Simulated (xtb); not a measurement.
# Geometry relaxation, with input and output: CuPH$_{4}$O (charge −1) (part 3 of 3)

Continued. System: CuPH$_{4}$O (Cu(PH3)(OH)), charge −1, multiplicity 2. Method: GFN-FF (xtb 6.7.1). The input holds or restrains some coordinates. The geometry comes from this level: GFN2-xTB.

Geometry of the input (Å):
```
Cu -0.0210  0.0506  -0.9673
P  -0.0539  0.0811  1.1708
H  -0.7422  -0.8739  1.8952
H  -0.5750  1.1602  1.8572
H  1.1023  -0.0053  1.9236
O  -0.0831  0.1434  -2.7067
H  0.3729  -0.5561  -3.1729
```

## Output, continued
```
........................................................................
.............................. CYCLE   28 ..............................
........................................................................
     iter. time                 ...        0 min,  0.000 sec
 * total energy  :    -1.7377465 Eh     change       -0.6331163E-07 Eh
   gradient norm :     0.0001015 Eh/α   predicted    -0.3434273E-07 ( -45.76%)
   displ. norm   :     0.0014354 α      lambda       -0.2287896E-07
   maximum displ.:     0.0009476 α      in ANC's #6, #1, #10, ...

   *** GEOMETRY OPTIMIZATION CONVERGED AFTER 28 ITERATIONS ***

------------------------------------------------------------------------
 total energy gain   :        -0.1374205 Eh      -86.2327 kcal/mol
 total RMSD          :         0.3027064 a0        0.1602 Å
 total power (kW/mol):       -12.8856241 (step)********** (real)
------------------------------------------------------------------------

 ANCopt (total)                0 d,  0 h,  0 min,  0.003 sec
 optimizer setup                ...        0 min,  0.000 sec (  1.507%)
 model hessian                  ...        0 min,  0.000 sec (  4.058%)
 ANC generation                 ...        0 min,  0.000 sec (  5.427%)
 coordinate transformation      ...        0 min,  0.000 sec (  2.078%)
 single point calculation       ...        0 min,  0.001 sec ( 30.704%)
 optimization log               ...        0 min,  0.001 sec ( 18.306%)
 hessian update                 ...        0 min,  0.000 sec (  1.989%)
 rational function              ...        0 min,  0.001 sec ( 19.198%)

================
 final structure:
================
$coord angs
        0.00966585439111        0.17752290823788       -0.89270147796682      Cu
       -0.05206805936084        0.10203306215493        1.30099645929424      P
       -0.73053579675108       -0.98198523488324        1.90054520740670      H
       -0.62261636186329        1.20250502838862        1.97761482011897      H
        1.06765390093034        0.02716767553131        1.85552126077323      H
        0.09206434092327        0.16220922675126       -2.82556564558738      O
        0.23584612173052       -0.68946266618083       -3.31640062403893      H
$eht charge=-1 unpaired=1
$end

 Bond Distances (Angstroems)
 ---------------------------
Cu1-P2=2.1959        Cu1-O6=1.9347        P2-Cu1=2.1959        P2-H3=1.4124         P2-H4=1.4122         P2-H5=1.2518
H3-P2=1.4124         H4-P2=1.4122         H5-P2=1.2518         O6-Cu1=1.9347        O6-H7=0.9934         H7-O6=0.9934
 O  H  Rav=0.9934 sigma=0.0000  Rmin=0.9934  Rmax=0.9934     1
 P  H  Rav=1.3588 sigma=0.0757  Rmin=1.2518  Rmax=1.4124     3
 Cu O  Rav=1.9347 sigma=0.0000  Rmin=1.9347  Rmax=1.9347     1
 Cu P  Rav=2.1959 sigma=0.0000  Rmin=2.1959  Rmax=2.1959     1

 selected bond angles (degree)
 --------------------
O6-Cu1-P2=177.44               H3-P2-Cu1=117.64               H4-P2-Cu1=117.59               H4-P2-H3=101.57
H5-P2-Cu1=114.80               H5-P2-H3=101.29                H5-P2-H4=101.29                H7-O6-Cu1=120.43

 selected dihedral angles (degree)
 ---------------------------------
H3-P2-Cu1-O6=309.20           H4-P2-Cu1-O6=187.24           H5-P2-Cu1-O6= 68.24           H7-O6-Cu1-P2= 10.64
           -------------------------------------------------
          |                Final Singlepoint                |
           -------------------------------------------------
         :::::::::::::::::::::::::::::::::::::::::::::::::::::
         ::                     SUMMARY                     ::
         :::::::::::::::::::::::::::::::::::::::::::::::::::::
         :: total energy              -1.737746464965 Eh    ::
         :: gradient norm              0.000101548198 Eh/a0 ::
         ::.................................................::
         :: bond energy               -0.609961134093 Eh    ::
         :: angle energy               0.000902400915 Eh    ::
         :: torsion energy             0.000000000000 Eh    ::
         :: repulsion energy           0.028917747444 Eh    ::
         :: electrostat energy        -1.155340948510 Eh    ::
         :: dispersion energy         -0.002729944178 Eh    ::
         :: HB energy                 -0.000000000020 Eh    ::
         :: XB energy                  0.000000000000 Eh    ::
         :: bonded atm energy          0.000036347494 Eh    ::
         :: external energy            0.000000000000 Eh    ::
         :: add. restraining           0.000429065983 Eh    ::
         :: total charge              -1.000000000000 e     ::
         :::::::::::::::::::::::::::::::::::::::::::::::::::::

           -------------------------------------------------
          |                Property Printout                |
           -------------------------------------------------

molecular dipole:
                 x           y           z       tot (Debye)
 q only:        0.050      -0.371       0.948       2.590
           -------------------------------------------------
          |                Geometry Summary                 |
           -------------------------------------------------

      molecular mass/u    :      114.5509699
   center of mass at/Å    :        0.0037050       0.1448368      -0.5168161
  moments of inertia/u·Å² :        0.5302394E+01   0.2247083E+03   0.2259007E+03
rotational constants/cm⁻¹ :        0.3179250E+01   0.7502008E-01   0.7462410E-01

 * 4 selected distances

     #   Z          #   Z                                           value/Å
     1  29          2  15                                         2.1958646 (max)
     2  15          3   1                                         1.4123998
     2  15          4   1                                         1.4122240
     2  15          5   1                                         1.2517508 (min)

 * 2 distinct bonds (by element types)

   Z      Z             #   av. dist./Å        max./Å        min./Å
   1 H   15 P           3     1.3587916     1.4123998     1.2517508
  15 P   29 Cu          1     2.1958646     2.1958646     2.1958646

optimized geometry written to: xtbopt.coord

           -------------------------------------------------
          | TOTAL ENERGY               -1.737746464965 Eh   |
          | GRADIENT NORM               0.000101548198 Eh/α |
           -------------------------------------------------
########################################################################
[WARNING] Runtime exception occurred
-1- gfnff_setup: Could not read topology file.
########################################################################

------------------------------------------------------------------------
------------------------------------------------------------------------
 total:
 *  cpu-time:     0 d,  0 h,  0 min,  0.007 sec
 * ratio c/w:     0.993 speedup
 SCF:
 *  cpu-time:     0 d,  0 h,  0 min,  0.000 sec
 * ratio c/w:     0.996 speedup
 ANC optimizer:
 *  cpu-time:     0 d,  0 h,  0 min,  0.004 sec
 * ratio c/w:     0.989 speedup
```

## Standard error
```
normal termination of xtb
```

## Trajectory as extended XYZ (Å, eV, eV/Å), 28 frames, from step=0 to step=27
```
7
Properties=species:S:1:pos:R:3 step=0 energy=-43.54709
Cu   -0.0210    0.0506   -0.9673
P    -0.0539    0.0811    1.1708
H    -0.7422   -0.8739    1.8952
H    -0.5750    1.1602    1.8572
H     1.1023   -0.0053    1.9236
O    -0.0831    0.1434   -2.7067
H     0.3729   -0.5561   -3.1729
7
Properties=species:S:1:pos:R:3 step=1 energy=-46.00027
Cu   -0.0208    0.0522   -0.9599
P     0.0301    0.0749    1.2314
H    -0.7425   -0.8801    1.8969
H    -0.5742    1.1663    1.8590
H     1.0170    0.0012    1.8702
O    -0.0883    0.1509   -2.7119
H     0.3787   -0.5654   -3.1858
7
Properties=species:S:1:pos:R:3 step=2 energy=-47.17036
Cu   -0.0220    0.0573   -0.9555
P     0.0027    0.0772    1.2253
H    -0.7471   -0.8930    1.8968
H    -0.5769    1.1790    1.8597
H     1.0538   -0.0012    1.9005
O    -0.0913    0.1523   -2.7233
H     0.3808   -0.5717   -3.2035
7
Properties=species:S:1:pos:R:3 step=3 energy=-47.20668
Cu   -0.0101    0.0718   -0.9514
P     0.0061    0.0781    1.2445
H    -0.7534   -0.9114    1.8924
H    -0.5809    1.1940    1.8632
H     1.0591   -0.0005    1.9180
O    -0.0982    0.1484   -2.7408
H     0.3774   -0.5805   -3.2259
7
Properties=species:S:1:pos:R:3 step=4 energy=-47.25850
Cu    0.0353    0.1219   -0.9218
P     0.0110    0.0800    1.2849
H    -0.7687   -0.9593    1.8692
H    -0.5888    1.2293    1.8656
H     1.0678    0.0002    1.9522
O    -0.1238    0.1288   -2.7782
H     0.3672   -0.6009   -3.2718
7
Properties=species:S:1:pos:R:3 step=5 energy=-47.26965
Cu    0.0521    0.1425   -0.9066
P     0.0081    0.0814    1.2952
H    -0.7681   -0.9721    1.8611
H    -0.5917    1.2354    1.8688
H     1.0667    0.0008    1.9591
O    -0.1232    0.1231   -2.7926
H     0.3562   -0.6111   -3.2850
7
Properties=species:S:1:pos:R:3 step=6 energy=-47.27854
Cu    0.0536    0.1532   -0.8915
P     0.0014    0.0831    1.3017
H    -0.7602   -0.9747    1.8611
H    -0.5931    1.2337    1.8759
H     1.0626    0.0018    1.9606
O    -0.1078    0.1230   -2.8097
H     0.3435   -0.6200   -3.2980
7
Properties=species:S:1:pos:R:3 step=7 energy=-47.28071
Cu    0.0422    0.1493   -0.8891
P    -0.0019    0.0848    1.3029
H    -0.7538   -0.9691    1.8672
H    -0.5944    1.2276    1.8843
H     1.0610    0.0033    1.9590
O    -0.0896    0.1291   -2.8189
H     0.3365   -0.6250   -3.3054
7
Properties=species:S:1:pos:R:3 step=8 energy=-47.28189
Cu    0.0229    0.1406   -0.8905
P    -0.0042    0.0894    1.3038
H    -0.7455   -0.9615    1.8754
H    -0.6003    1.2169    1.9008
H     1.0613    0.0079    1.9558
O    -0.0538    0.1452   -2.8299
H     0.3197   -0.6385   -3.3155
7
Properties=species:S:1:pos:R:3 step=9 energy=-47.28226
Cu    0.0201    0.1387   -0.8923
P    -0.0037    0.0905    1.3032
H    -0.7465   -0.9602    1.8763
H    -0.6011    1.2153    1.9053
H     1.0625    0.0089    1.9540
O    -0.0502    0.1458   -2.8304
H     0.3189   -0.6390   -3.3160
7
Properties=species:S:1:pos:R:3 step=10 energy=-47.28284
Cu    0.0144    0.1362   -0.8953
P    -0.0034    0.0946    1.3016
H    -0.7474   -0.9595    1.8767
H    -0.6059    1.2111    1.9198
H     1.0655    0.0128    1.9479
O    -0.0324    0.1510   -2.8323
H     0.3092   -0.6463   -3.3184
7
Properties=species:S:1:pos:R:3 step=11 energy=-47.28308
Cu    0.0145    0.1377   -0.8954
P    -0.0049    0.0960    1.3011
H    -0.7477   -0.9603    1.8767
H    -0.6069    1.2105    1.9261
H     1.0660    0.0139    1.9442
O    -0.0273    0.1505   -2.8330
H     0.3063   -0.6484   -3.3196
7
Properties=species:S:1:pos:R:3 step=12 energy=-47.28365
Cu    0.0172    0.1447   -0.8949
P    -0.0109    0.1003    1.3003
H    -0.7454   -0.9643    1.8762
H    -0.6118    1.2083    1.9434
H     1.0660    0.0176    1.9333
O    -0.0064    0.1530   -2.8350
H     0.2912   -0.6595   -3.3233
7
Properties=species:S:1:pos:R:3 step=13 energy=-47.28441
Cu    0.0261    0.1579   -0.8935
P    -0.0216    0.1041    1.2998
H    -0.7416   -0.9707    1.8762
H    -0.6158    1.2074    1.9614
H     1.0640    0.0204    1.9178
O     0.0143    0.1517   -2.8351
H     0.2745   -0.6709   -3.3266
7
Properties=species:S:1:pos:R:3 step=14 energy=-47.28513
Cu    0.0351    0.1707   -0.8927
P    -0.0332    0.1071    1.2999
H    -0.7362   -0.9764    1.8772
H    -0.6201    1.2060    1.9756
H     1.0615    0.0227    1.9016
O     0.0364    0.1518   -2.8332
H     0.2566   -0.6820   -3.3284
7
Properties=species:S:1:pos:R:3 step=15 energy=-47.28526
Cu    0.0452    0.1832   -0.8912
P    -0.0450    0.1066    1.3008
H    -0.7321   -0.9808    1.8794
H    -0.6199    1.2073    1.9775
H     1.0583    0.0215    1.8861
O     0.0438    0.1455   -2.8264
H     0.2497   -0.6834   -3.3262
7
Properties=species:S:1:pos:R:3 step=16 energy=-47.28579
Cu    0.0413    0.1843   -0.8918
P    -0.0491    0.1096    1.3009
H    -0.7286   -0.9817    1.8807
H    -0.6250    1.2034    1.9864
H     1.0596    0.0245    1.8762
O     0.0671    0.1520   -2.8255
H     0.2348   -0.6922   -3.3269
7
Properties=species:S:1:pos:R:3 step=17 energy=-47.28602
Cu    0.0317    0.1745   -0.8923
P    -0.0410    0.1081    1.3011
H    -0.7324   -0.9777    1.8802
H    -0.6225    1.2039    1.9780
H     1.0624    0.0236    1.8857
O     0.0558    0.1531   -2.8269
H     0.2461   -0.6853   -3.3258
7
Properties=species:S:1:pos:R:3 step=18 energy=-47.28617
Cu    0.0275    0.1742   -0.8920
P    -0.0422    0.1086    1.3017
H    -0.7324   -0.9779    1.8810
H    -0.6231    1.2034    1.9796
H     1.0640    0.0241    1.8815
O     0.0617    0.1536   -2.8262
H     0.2445   -0.6859   -3.3255
7
Properties=species:S:1:pos:R:3 step=19 energy=-47.28629
Cu    0.0109    0.1734   -0.8910
P    -0.0469    0.1105    1.3036
H    -0.7312   -0.9796    1.8842
H    -0.6255    1.2018    1.9856
H     1.0694    0.0264    1.8645
O     0.0870    0.1569   -2.8233
H     0.2364   -0.6895   -3.3236
7
Properties=species:S:1:pos:R:3 step=20 energy=-47.28635
Cu    0.0125    0.1735   -0.8912
P    -0.0460    0.1098    1.3032
H    -0.7314   -0.9796    1.8840
H    -0.6246    1.2026    1.9839
H     1.0685    0.0259    1.8671
O     0.0823    0.1562   -2.8237
H     0.2388   -0.6884   -3.3233
7
Properties=species:S:1:pos:R:3 step=21 energy=-47.28639
Cu    0.0121    0.1744   -0.8913
P    -0.0468    0.1085    1.3026
H    -0.7313   -0.9801    1.8863
H    -0.6240    1.2029    1.9832
H     1.0679    0.0261    1.8656
O     0.0833    0.1567   -2.8239
H     0.2387   -0.6885   -3.3224
7
Properties=species:S:1:pos:R:3 step=22 energy=-47.28643
Cu    0.0116    0.1757   -0.8917
P    -0.0480    0.1067    1.3020
H    -0.7311   -0.9808    1.8895
H    -0.6233    1.2032    1.9822
H     1.0676    0.0263    1.8638
O     0.0846    0.1576   -2.8245
H     0.2386   -0.6887   -3.3213
7
Properties=species:S:1:pos:R:3 step=23 energy=-47.28646
Cu    0.0102    0.1785   -0.8929
P    -0.0510    0.1027    1.3010
H    -0.7307   -0.9822    1.8978
H    -0.6217    1.2034    1.9798
H     1.0669    0.0271    1.8593
O     0.0884    0.1599   -2.8260
H     0.2380   -0.6894   -3.3191
7
Properties=species:S:1:pos:R:3 step=24 energy=-47.28648
Cu    0.0102    0.1781   -0.8926
P    -0.0508    0.1031    1.3011
H    -0.7308   -0.9819    1.8973
H    -0.6220    1.2030    1.9795
H     1.0671    0.0270    1.8592
O     0.0886    0.1600   -2.8256
H     0.2377   -0.6893   -3.3189
7
Properties=species:S:1:pos:R:3 step=25 energy=-47.28649
Cu    0.0098    0.1779   -0.8926
P    -0.0513    0.1027    1.3011
H    -0.7307   -0.9818    1.8987
H    -0.6222    1.2025    1.9785
H     1.0674    0.0271    1.8577
O     0.0901    0.1610   -2.8255
H     0.2370   -0.6894   -3.3179
7
Properties=species:S:1:pos:R:3 step=26 energy=-47.28649
Cu    0.0096    0.1778   -0.8926
P    -0.0517    0.1022    1.3010
H    -0.7306   -0.9819    1.8999
H    -0.6223    1.2024    1.9778
H     1.0675    0.0272    1.8565
O     0.0912    0.1616   -2.8255
H     0.2364   -0.6894   -3.3171
7
Properties=species:S:1:pos:R:3 step=27 energy=-47.28649
Cu    0.0097    0.1775   -0.8927
P    -0.0521    0.1020    1.3010
H    -0.7305   -0.9820    1.9005
H    -0.6226    1.2025    1.9776
H     1.0676    0.0272    1.8555
O     0.0921    0.1622   -2.8256
H     0.2359   -0.6895   -3.3164
```

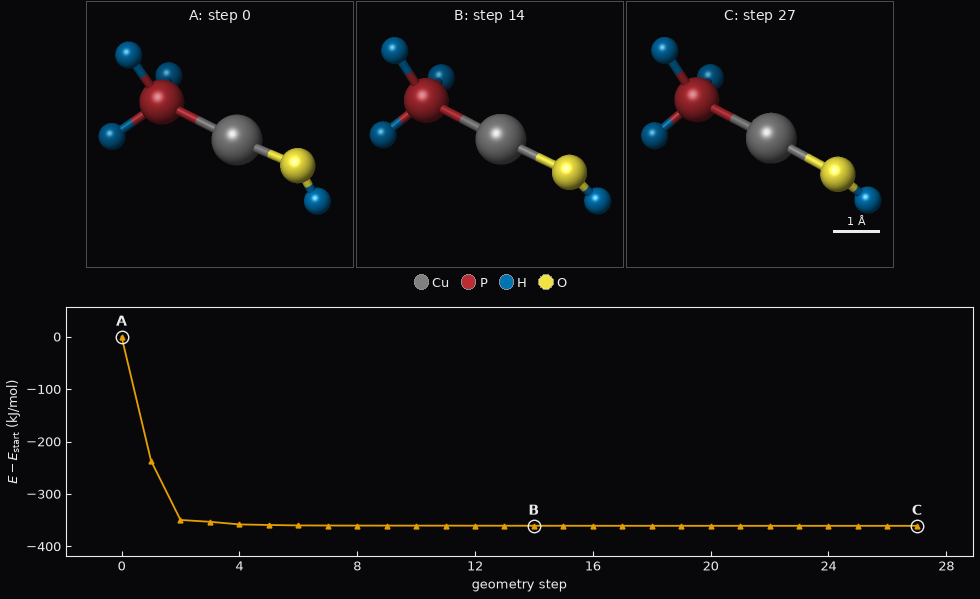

*Frames of the restrained relaxation (ball-and-stick view, seen at a tilt) above the curves, on which the letters mark them (steps are counted from 0).*

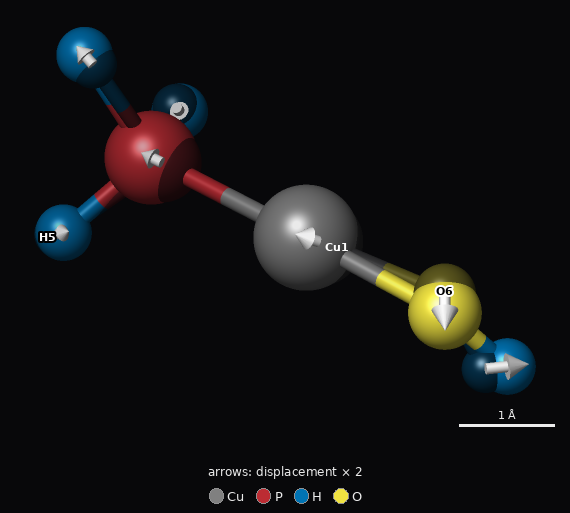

*Start (faint) and end (solid) with the displacements as white arrows, magnified 2 times (ball-and-stick view, seen at a tilt). The two geometries are laid on each other by the best rigid fit.*

After 27 geometry steps the energy has fallen by 360.8 kJ/mol. The largest move after the best rigid fit is that of H7, 0.24 Å. By element the largest moves are H 0.24 Å, O 0.21 Å, Cu 0.15 Å, P 0.13 Å. Distances before and after: Cu1–O6 1.743 → 1.935 Å, P2–H5 1.382 → 1.252 Å, Cu1–P2 2.139 → 2.196 Å, O6–H7 0.956 → 0.993 Å. Among the angles that change: Cu1–P2–H5 122.1° → 114.8°, H3–P2–H4 95.2° → 101.6°, H3–P2–H5 95.0° → 101.3°. (Atoms are counted from 1 in the order of the input.)

## Summary

- outcome: converged under the restraints of the input
- total energy: −1.737746 hartree
- dispersion energy: −0.002730 hartree
- peak memory: 0.074 GiB
